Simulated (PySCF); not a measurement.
Consider BeClH2I.

Input file:

```
{"job": {"kind": "inter", "xc": "PBE0", "basis": "def2-TZVPD", "disp": "d3bj", "pairs": false}, "charge": 0, "multiplicity": 1, "parts": [{"atoms": "0-2", "charge": 0, "multiplicity": 1}, {"atoms": "3-4", "charge": 0, "multiplicity": 1}]}
Be    -0.098487    -0.250356    -0.028251
H     -1.261824     0.407961     0.041803
H      1.277938    -0.357564    -0.139360
I     -1.758584    -3.923717     0.240459
Cl     0.099782    -2.366293     0.031028
```

Launched as:

```sh
OMP_NUM_THREADS=1 python cluster_run.py task.json out
```

Geometry: PBE0-D3(BJ)/def2-SVPD; core potentials replace the inner electrons of I.

Computed with PySCF, PBE0-D3(BJ)/def2-TZVPD, SCF density, gas phase, scalar-relativistic core potentials on the heavy atoms.

### What can the converged electron density and electron localisation function tell about the bonding?

Be–Cl (2.13 Å): ρ at the midpoint is about 0.55 e/Å³; the ELF peaks at about 0.90 in the valence shell of Cl, 0.8 Å from its nucleus, and is about 0.80 at the midpoint.
I–Cl (2.43 Å): ρ at the midpoint is about 0.59 e/Å³; the ELF peaks at about 0.80 in the valence shell of Cl, 0.9 Å from its nucleus, and is about 0.60 at the midpoint.
Be–H (1.34 Å): the density is about 0.66 e/Å³ at the midpoint; the ELF climbs to about 1 towards the hydrogen.

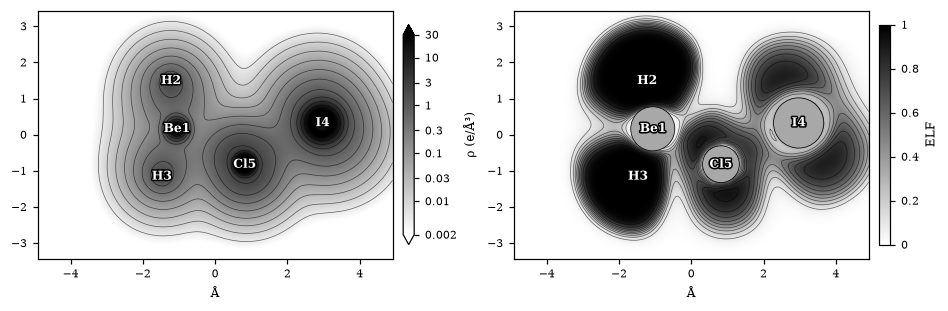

Computed electron density and electron localisation function on the molecular plane, in this order. Grey discs cover the atomic cores in the ELF map. 
